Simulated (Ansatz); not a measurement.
# CH2GeN (SMILES N#[C][GeH2]): U-r2SCAN/def2-SVPD

What is the vertical electron affinity of CH2GeN at U-r2SCAN/def2-SVPD? 

The results are computed with Ansatz 0.2.0.

57 further runs of the same task are left out: 57 set aside as unsound or not needed.

**1. The system as given**

The species is CH2GeN (5 atoms), meant as a doublet with charge 0. As SMILES, `N#[C][GeH2]`. The shape is that of a PBE0-D4/def2-TZVP optimisation.

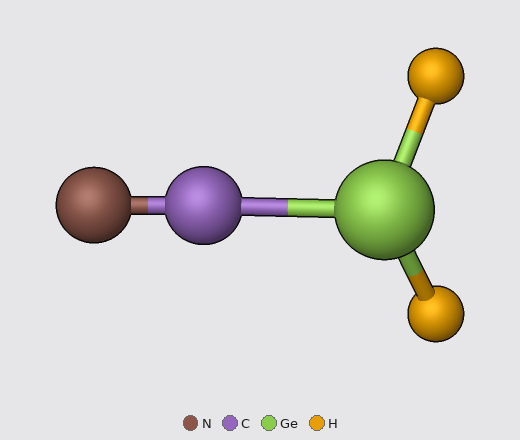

Viewed from a chosen angle; nitrogen brown, carbon purple, germanium green, hydrogen amber.

**2. The energy at U-r2SCAN/def2-SVPD**

molecule.yaml

```yaml
crystal:
  periodic: [false, false, false]
  atoms:
    - {symbol: "N", position_ang: [1.590700, -1.029300, 1.293200]}
    - {symbol: C, position_ang: [0.838400, -0.535900, 0.570400]}
    - {symbol: Ge, position_ang: [-0.315900, 0.241400, -0.740100]}
    - {symbol: H, position_ang: [-1.658900, -0.498000, -0.695900]}
    - {symbol: H, position_ang: [-0.404300, 1.748400, -0.468900]}
basis:
  gaussian:
    orbitals: def2-SVPD
magnetization:
  spin_polarized: true
  initial_magnetization: 1
hamiltonian:
  xc: r2scan
accuracy: high
output: {orbitals: {seedname: orbitals}}
```

The run is started by

```sh
$ ansatz run molecule.yaml --threads 1 --pin off --max-ram 3480MiB --events-out events.jsonl --progress --plain --runs-dir runs
```

Log:

```text
Warning: RAYON_NUM_THREADS=1 ignored (pool sized by the plan → 1); use --threads N
Functional definition: r2SCAN
  name "r2SCAN"
  parameter k0 = 0.174
  parameter k1 = 0.065
  parameter a1 = 4.9479
  exchange = r2scan_x(k0 = k0, k1 = k1, a1 = a1)
  correlation = r2scan_c
1836 factors; integrals over basis functions are off by at most 4.0e-9 eV
mean field evaluation 1: about -59059.8416 eV, gradient 3.3e1 eV
mean field evaluation 2: about -59006.4003 eV, gradient 9.3e1 eV
mean field evaluation 4: about -59064.5846 eV, gradient 1.3e1 eV
mean field evaluation 8: about -59065.2690 eV, gradient 1.4e-1 eV
mean field evaluation 16: about -59065.2692 eV, gradient 2.7e-4 eV
mean field -59065.26917760 eV, -2170.6086063993 hartree, gradient 1.5e-8 eV, S^2 0.755170; 0 other end points of the search recorded, 0 dependent functions left out
reference -59065.26918043 eV, -2170.6086065034 hartree; 24, 23 occupied and 70, 71 virtual orbitals, 1836 factors
Total energy: -59065.26918043 eV, -2170.6086065034 hartree
```

Wall time 22 s (1 thread of Arm Neoverse V2, shared host); peak memory 0.38 GiB.

**3. The singlet anion at the same level**

job.yaml

```yaml
crystal:
  periodic: [false, false, false]
  atoms:
    - {symbol: N, position_ang: [1.590700, -1.029300, 1.293200]}
    - {symbol: C, position_ang: [0.838400, -0.535900, 0.570400]}
    - {symbol: Ge, position_ang: [-0.315900, 0.241400, -0.740100]}
    - {symbol: H, position_ang: [-1.658900, -0.498000, -0.695900]}
    - {symbol: H, position_ang: [-0.404300, 1.748400, -0.468900]}
basis:
  gaussian:
    orbitals: def2-SVPD
output: {orbitals: {seedname: orbitals}}
total_charge: -1
hamiltonian:
  xc: r2scan
accuracy: high
```

The run is started by

```sh
$ ansatz run job.yaml --threads 1 --pin off --max-ram 3480MiB --events-out events.jsonl --progress --plain --runs-dir runs
```

Log:

```text
Warning: RAYON_NUM_THREADS=1 ignored (pool sized by the plan → 1); use --threads N
Functional definition: r2SCAN
  name "r2SCAN"
  parameter k0 = 0.174
  parameter k1 = 0.065
  parameter a1 = 4.9479
  exchange = r2scan_x(k0 = k0, k1 = k1, a1 = a1)
  correlation = r2scan_c
1837 factors; integrals over basis functions are off by at most 4.0e-9 eV
mean field evaluation 1: about -59066.0487 eV, gradient 2.3e1 eV
mean field evaluation 2: about -59065.1566 eV, gradient 3.3e1 eV
mean field evaluation 4: about -59067.0586 eV, gradient 2.2e0 eV
mean field evaluation 8: about -59067.0740 eV, gradient 3.6e-2 eV
mean field evaluation 16: about -59067.0740 eV, gradient 4.0e-6 eV
mean field -59067.07400773 eV, -2170.6749326834 hartree, gradient 7.9e-8 eV, S^2 0.000000; 0 other end points of the search recorded, 0 dependent functions left out
reference -59067.07400887 eV, -2170.6749327251 hartree; 24, 24 occupied and 70, 70 virtual orbitals, 1837 factors
Total energy: -59067.07400887 eV, -2170.6749327251 hartree
```

Run time: 12 s. Hardware: 1 thread of Arm Neoverse V2, shared host; peak memory 0.26 GiB.

**4. Outcome**

At U-r2SCAN/def2-SVPD:

| quantity | value |
| --- | --- |
| doublet CH2GeN: total energy | -2170.60861 Eh |
| doublet CH2GeN: HOMO energy (highest over α and β) | -6.48 eV |
| doublet CH2GeN: LUMO energy (lowest over α and β) | -4.34 eV |
| doublet CH2GeN: ⟨S²⟩ | 0.755 |
| singlet anion: total energy | -2170.67493 Eh |
| singlet anion: HOMO energy | 0.89 eV |
| singlet anion: LUMO energy | 4.47 eV |
| singlet anion: HOMO–LUMO gap (to an unbound level, set by the basis) | 3.59 eV |
| vertical electron affinity (to the singlet anion) | 1.805 eV |

In words: At fixed nuclei the extra electron is bound by 1.80 eV (42 kcal/mol). The HOMO (singlet anion) lies at positive energy, 0.89 eV, as semi-local functionals often give for anions; only total energies tell whether the electron is bound.
